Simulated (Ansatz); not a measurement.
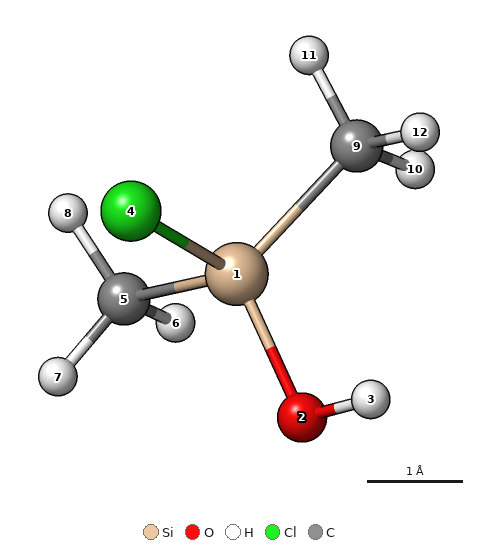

The structure as given in the input (ball-and-stick view, seen at a tilt; atoms are numbered from 1 in the order of the input).

**C2H7ClOSi: molecular dynamics**

C2H7ClOSi, set up with RKS r2SCAN-D4/STO-3G (Ansatz 0.2.0).

One setting was made poor on purpose. It belongs to a series of runs on one base structure; here: an input spoilt on purpose.

The input:
```yaml
crystal:
  periodic: [false, false, false]
  atoms:
    - { symbol: Si, position_ang: [-0.178167, 0.044466, 0.042981] }
    - { symbol: O, position_ang: [-0.274266, 0.119588, 1.732216] }
    - { symbol: H, position_ang: [0.064982, -0.786184, 2.054228] }
    - { symbol: Cl, position_ang: [1.872428, 0.053373, -0.54725] }
    - { symbol: C, position_ang: [-0.980136, 1.599461, -0.602903] }
    - { symbol: H, position_ang: [-2.057647, 1.590217, -0.400722] }
    - { symbol: H, position_ang: [-0.552769, 2.488174, -0.126179] }
    - { symbol: H, position_ang: [-0.838277, 1.693629, -1.684909] }
    - { symbol: C, position_ang: [-0.898736, -1.527104, -0.68305] }
    - { symbol: H, position_ang: [-1.965363, -1.611383, -0.444046] }
    - { symbol: H, position_ang: [-0.795444, -1.525764, -1.773634] }
    - { symbol: H, position_ang: [-0.391504, -2.419973, -0.301432] }
basis:
  gaussian: { orbitals: STO-3G }
hamiltonian:
  xc: r2scan
  dispersion: d4
md:
  timestep: 0.5
  n_steps: 25
  ensemble: NVE
  temperature: 400.0
  initial_velocities: maxwell_boltzmann
  seed: 451893
```

Hardware: 1 thread of Arm Neoverse V2, 24 GiB of memory available, shared host.

Command:
```bash
ansatz run input.yaml --threads 1 --pin off --max-ram 2048MiB --backend cpu --events-out ev --progress --plain --runs-dir out
```

What the program printed:
```
Error: YAML parse error: error: line 24 column 13: unknown variant `NVE`, expected one of nve, nve_milne, nvt_langevin, nvt_nose_hoover, npt_langevin
  --> <input>:24:13
   |
22 |   timestep: 0.5
23 |   n_steps: 25
24 |   ensemble: NVE
   |             ^ unknown variant `NVE`, expected one of nve, nve_milne, nvt_langevin, nvt_nose_hoover, npt_langevin
25 |   temperature: 400.0
26 |   initial_velocities: maxwell_boltzmann
   |
```

What the run reported:

- outcome: refused by the program

Diagnosis:

The program refused the input: “YAML parse error: error: line 24 column 13: unknown variant `NVE`, expected one of nve, nve_milne, nvt_langevin, nvt_nose_hoover, npt_langevin --> <input>:24:13 | 22 | timestep: 0.5 23 | n_steps: 25 24 | ensemble: NVE | ^ unknown variant `NVE`, expected one of nve, nve_milne, nvt_langevin, nvt_nose_hoover, …” A deliberately poor setting: bad input.
